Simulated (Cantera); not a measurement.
Input: 1 mol HI, 0.081 mol O2, equilibrated at 5.20 mbar.

These are equilibrium values from Cantera (NASA tables, ideal gas, pure condensed phases), not measurements of a reactor. Candidate condensed phases: H2O, I2; 25 gas species. Ions and electrons are included (thermal ionisation). Kinetics and transport are ignored.

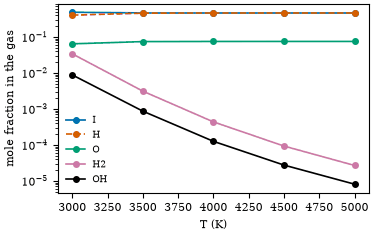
Figure: Equilibrium gas composition (values under 1e-9 drawn at 1e-9)

From 3000 K to 5000 K nothing is condensed.
